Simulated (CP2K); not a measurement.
Band structure of LaMg6Zr (Amm2, 8 atoms in the cell).

```xyz
8
Lattice="5.2147 0.0000 0.0000 0.0000 6.6327 0.0000 0.0000 3.5044 5.6313" Properties=species:S:1:pos:R:3 pbc="T T T"
La     2.6073     6.7605     3.7556
Mg     2.6073     5.0169     0.9421
Mg     2.6073     3.4506     3.7617
Mg     0.0000     6.7241     1.8077
Mg     0.0000     5.0874     4.7538
Mg     0.0000     3.3468     1.8592
Mg     0.0000     8.5161     4.7308
Zr     2.6073     1.6459     0.9143
```

Method of the run: PBEsol, GPW, TZVP-MOLOPT-SR-GTH basis, GTH-PBE potentials (GTH_POTENTIALS) (CP2K).

Settings: CUTOFF = 500 Ry; REL_CUTOFF = 60 Ry; SMEAR/METHOD = GAUSSIAN; SIGMA = 0.2 eV; KPOINTS/SCHEME = MONKHORST-PACK 3 3 3; XC_FUNCTIONAL = PBE:PBESOL; La/BASIS_SET = TZVP-MOLOPT-SR-GTH-q11; La/POTENTIAL = GTH-PBE-q11; Mg/BASIS_SET = TZVP-MOLOPT-SR-GTH-q2; Mg/POTENTIAL = GTH-PBE-q2; Zr/BASIS_SET = TZVP-MOLOPT-SR-GTH-q12; Zr/POTENTIAL = GTH-PBE-q12; METHOD = GPW; EPS_DEFAULT = 1e-10.

The starting cell comes from a database of computed structures (which also holds hypothetical and non-ambient phases and stackings), without a prior relaxation at this level. Its lattice was rescaled by a random factor within 2.5 % of one. Values carry the incompleteness of an atom-centred basis. The potentials were made for another functional than the one used.

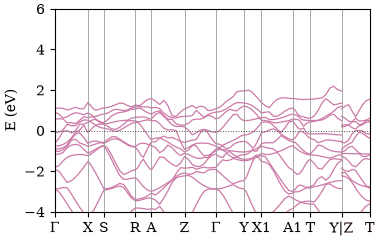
Figure: Bands along the path, energies from the Fermi level.

Levels in eV from the Fermi level, bands 14 to 19:
```csv
point,14,15,16,17,18,19
Γ,-1.16,-1.00,-0.92,-0.77,-0.64,-0.09
X,-1.11,-0.77,-0.64,-0.10,0.40,0.51
S,-0.73,-0.63,-0.57,0.12,0.32,0.33
R,-1.93,-0.82,-0.79,0.40,0.47,0.65
A,-1.94,-0.74,-0.56,-0.45,0.47,0.57
Z,-1.28,-1.12,-1.06,-0.93,-0.58,0.18
Y,-1.41,-1.19,-1.05,-0.53,-0.22,0.49
X1,-1.11,-0.77,-0.64,-0.10,0.40,0.51
A1,-1.94,-0.74,-0.56,-0.45,0.47,0.57
T,-1.42,-1.20,-1.15,-0.38,-0.17,0.43
```

Bands cross the Fermi level along this path, so the cell is metallic at this level.

Higher empty bands are left out: an atom-centred basis made for the valence describes them poorly.
